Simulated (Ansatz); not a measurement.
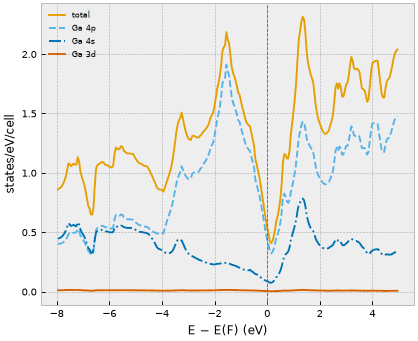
Fig. 1. Total and projected density of states of Ga (α-Ga, Cmce), plane-wave PAW r²SCAN (Ansatz code)

Problem. Which orbitals carry the states next to the Fermi level?

Solution. Within 0.5 eV of the Fermi level: Ga 4p 82 %, Ga 4s 16 %. Projections are on Löwdin-orthogonalised atomic valence shells; empty p or d shells of many metals are not among them.

Problem. Where is the tallest occupied peak in this window, and what makes it?

Solution. Near -1.5 eV, about 2.2 states/eV per cell; the largest projected share is Ga 4p.

The r²SCAN relaxation kept the symmetry of its start. Scalar-relativistic: spin–orbit coupling is off unless named, which matters more the heavier the elements.

Potentials: the later of the program's two PAW sets.
